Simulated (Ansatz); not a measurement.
**Cl$_{3}$GeHO···GeH$_{4}$: density, localisation and related maps**

The calculation's input:

```
crystal:
  periodic: [false, false, false]
  atoms:
    - { symbol: Ge, position_ang: [0.0, 0.0, 0.0] }
    - { symbol: Ge, position_ang: [0.0, 0.0, 2.75] }
    - { symbol: H, position_ang: [-1.3958, -0.4318, 3.2674] }
    - { symbol: H, position_ang: [1.0719, -0.9929, 3.2674] }
    - { symbol: H, position_ang: [0.324, 1.4247, 3.2674] }
    - { symbol: Cl, position_ang: [2.0935, 0.0, -0.7393] }
    - { symbol: Cl, position_ang: [-1.0456, 1.8115, -0.7393] }
    - { symbol: O, position_ang: [-0.8337, -1.4443, -0.5894] }
    - { symbol: H, position_ang: [-1.2883, -1.91, 0.183] }
    - { symbol: Cl, position_ang: [1.3216, 1.9931, 0.7946] }
    - { symbol: H, position_ang: [0.8497, 1.2813, 2.0735] }
basis:
  gaussian: { orbitals: def2-SVP }
hamiltonian:
  xc: pbe
relax:
  f_tol: 0.15
  max_steps: 25
  restrain:
    - { distance: [0, 9], at: 2.22, k: 30.0 }
    - { distance: [10, 1], at: 1.55, k: 30.0 }
    - { distance: [0, 1], at: 3.6, k: 30.0 }
    - { distance: [10, 9], at: 2.57, k: 30.0 }
output:
  orbitals: {}
```

Command:

```sh
ansatz run input.yaml --threads 4 --pin off --max-ram 5120MiB --backend cpu --events-out ev --progress --plain --runs-dir out
```

The fields are those of the run's last geometry, not of the input's.

Not at a stationary point (largest force 0.6 eV/Å).

Theory: Ansatz 0.2.0, RKS PBE/def2-SVP.

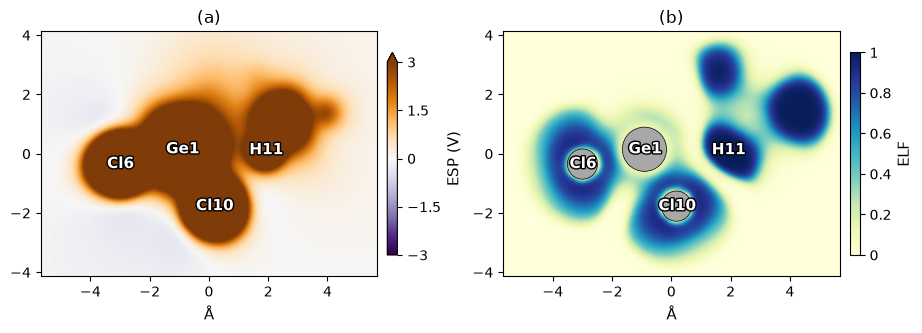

Figure 1. (a) molecular electrostatic potential; (b) ELF on the plane of atoms Cl6, Ge1 and Cl10. Grey discs cover the atomic cores in the ELF map.

Question: Interpret the plot.

Answer:
- The plane passes through Ge, Cl and H nuclei.
- Ge–Cl (2.15 Å): the ELF peaks at about 0.85 in the valence shell of Cl, 0.9 Å from its nucleus, and is about 0.65 at the midpoint.
- Ge–Cl (2.20 Å): the ELF peaks at about 0.80 in the valence shell of Cl, 0.9 Å from its nucleus, and is about 0.65 at the midpoint.
- The ELF also peaks beside Cl10 and Cl6, away from the bonds: lone-pair regions.
- Outside the dense part of the complex the potential is most negative (−0.3 V) near Cl10.

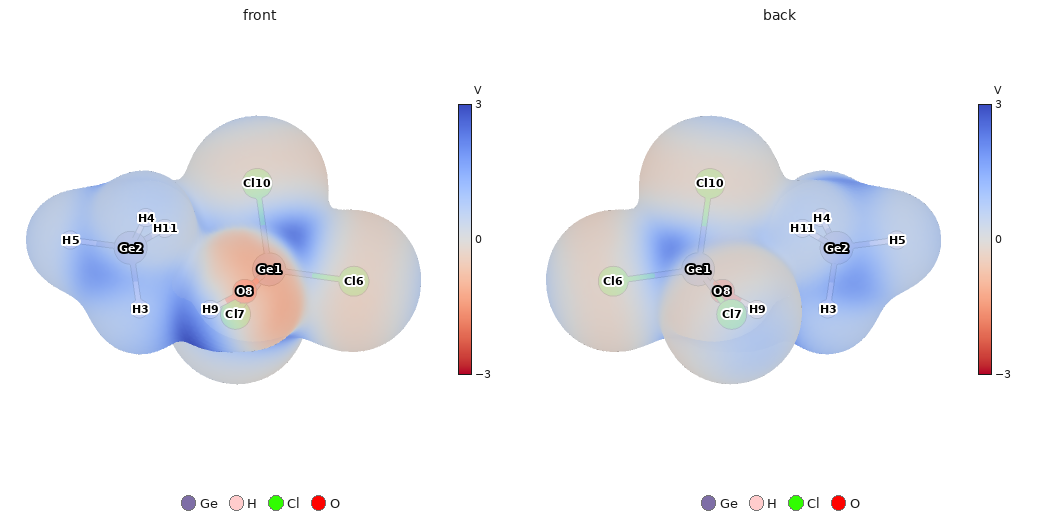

Figure 2. The molecular electrostatic potential painted on the density surface at 0.004 e/bohr³, seen from the front and from behind; red is negative and blue positive.

Question: Which sites attract a positive test charge, and which a negative one?

Answer: A positive charge is drawn to the negative regions and a negative charge to the positive ones. The most negative region (about −1.1 V, or −25 kcal/mol for a unit charge) lies over O8, the most positive (about +2.6 V, or +60 kcal/mol for a unit charge) over H9. Cl6 shows a σ-hole: about +0.5 V, or +12 kcal/mol for a unit charge at the tip opposite its bond, against about −0.2 V on its flanks. Cl7 shows a σ-hole: about +0.7 V, or +16 kcal/mol for a unit charge at the tip opposite its bond, against about 0.0 V on its flanks. Cl10 shows a σ-hole: about +0.6 V, or +14 kcal/mol for a unit charge at the tip opposite its bond, against about +0.1 V on its flanks. O8 is the likeliest acceptor of a hydrogen bond.

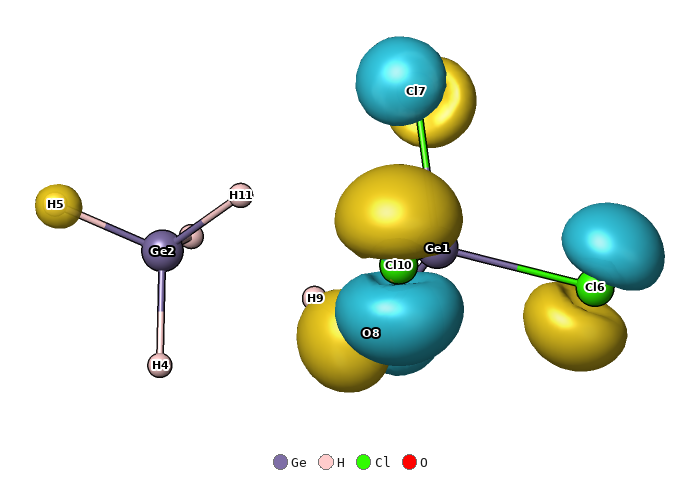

Figure 3. The HOMO−1 at ±0.15 Å⁻³ᐟ² (yellow and cyan are the two phases), seen from one side.

Question: What is the character of this orbital?

Answer: Its weight (Hirshfeld) is mainly on Cl10 (about 35 %), O8 (about 25 %), Cl6 (about 20 %) and Cl7 (about 10 %); largely a combination of lone pairs on Cl10, O8, Cl6 and Cl7. Its energy is −7.78 eV.
